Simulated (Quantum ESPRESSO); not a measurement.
# Voltage at the next charge: Pb(111), 4 layers, one monolayer of F on fcc sites against an electrode

How the rows were computed: Quantum ESPRESSO 7.5, PBE, GBRV ultrasoft; ESM with bc3, a metal electrode 5.48 Å above the top atoms; cell area 10.610 Å²; ions fixed. V is the potential energy of an electron at the electrode over the slab's Fermi level, divided by e, so that it equals the work function at zero charge; positive charge removes electrons.

```
charge (e a cell)  V (V)
                0  6.246
           0.0159  7.689
           0.0318  9.134
```

One more run was made and is withheld. What is V at a charge of 0.0637 e, and what capacitance do the rows imply?

By hand: The last two rows give dV/dq = (9.134 − 7.689)/(0.0318 − 0.0159) = 90.9 V/e, so C = 1602/(10.610 × 90.9) = 1.66 µF/cm², an effective gap of 8.854/1.66 = 5.33 Å. At constant C, V = 9.134 + 90.9 × 0.0319 = 12.03 V.

**Check.** V = 12.047 V; the estimate misses by −0.01 V, 0.5 % of the step. Over the three intervals C goes 1.66, 1.66 and 1.65 µF/cm².

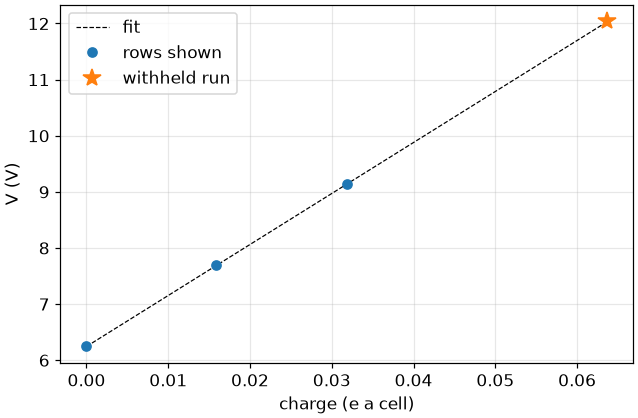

The rows shown, the fit and the withheld run.

**Limits.** Vacuum fills the gap; a dielectric or electrolyte would change C. The slab is thin.

[Logs are printed without paths, hosts, clocks, repeated set-up lines and the standing remarks that a program may print on its own settings, such as how far it seeks lower states.]
